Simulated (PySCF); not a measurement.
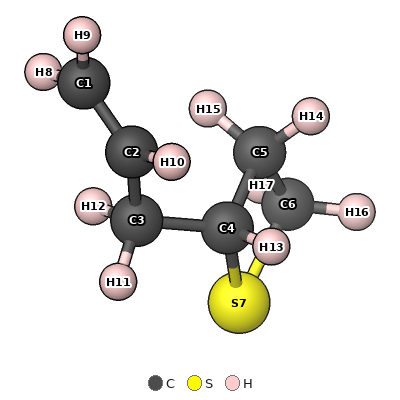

The molecule: C₆H₁₀S, SMILES C=CC[C@@H]1CCS1.

GIAO shifts, PBE0/pcSseg-1 with PySCF 2.14.0, at a GFN2-xTB geometry (no frequency check), against TMS for ¹³C and CS₂ for ³³S computed at the same level. Gas phase, fully decoupled, line heights follow the number of nuclei, widths are arbitrary (no quadrupolar broadening); values of one conformer, averaged over methyl-type rotors and exact or near symmetry; other conformers aren't averaged in.

> Predict the ¹³C spectrum.

6 signals.


```
δ (ppm)  nuclei  atoms
  143.8       1     C2
  124.0       1     C1
   52.4       1     C3
   42.8       1     C4
   31.5       1     C5
   24.6       1     C6
```

> Predict the ³³S spectrum.

1 signal.


| δ (ppm) | nuclei | atoms |
| --- | --- | --- |
| 28.6 | 1 | S7 |

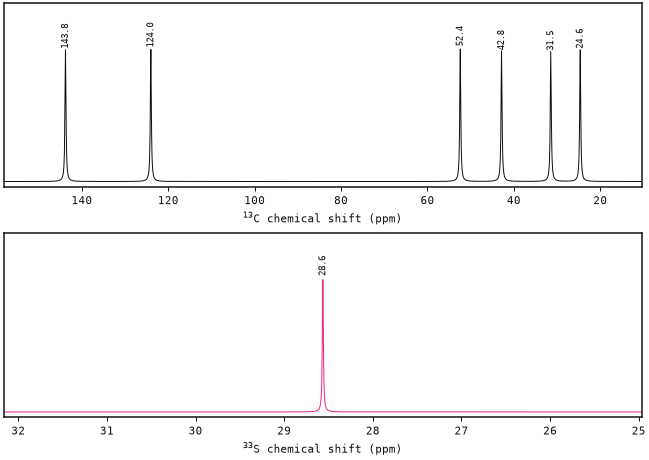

Caveats: the tight-binding geometry is rougher than a DFT one and adds to the error.
